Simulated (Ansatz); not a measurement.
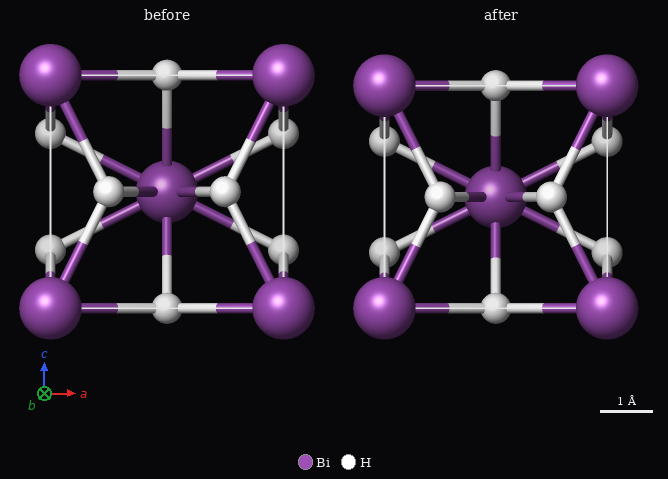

The structure of crystalline BiH₃ (a generated structure, set up in Pm-3n) (coarse preliminary run) before (left) and after (right) a relaxation, at one scale.

The picture is a ball-and-stick view of the cell of the calculation, seen along the b axis.

Method: Ansatz, DFT PBE, scalar-relativistic, plane waves, PAW. Settings: plane-wave cutoff 420 eV; k-point mesh 4 × 4 × 4; occupations gaussian; smearing width 0.1 eV; no spin polarisation; cell and atoms relaxed; force threshold 0.04 eV/Å; at most 70 steps.

Question: Summarise the run.

Answer: The atoms keep their places relative to the cell (all moves are under 0.005 Å). Cell: a = b = c 4.510 → 4.308 Å (−4.5 %). Volume −12.9 %. Among the contacts that change: Bi–H 2.521 → 2.408 Å. The space group stays Pm-3n (No. 223). Over 2 accepted moves (3 points after the start) the energy falls by 42.9 meV per atom. All forces vanish by symmetry, so only the cell relaxes. The pressure goes from −7.93 to −0.28 GPa. At 1 point the geometry stayed and the basis and grid were re-selected for the new cell (energy shift of 1.0 meV per atom at most each time).
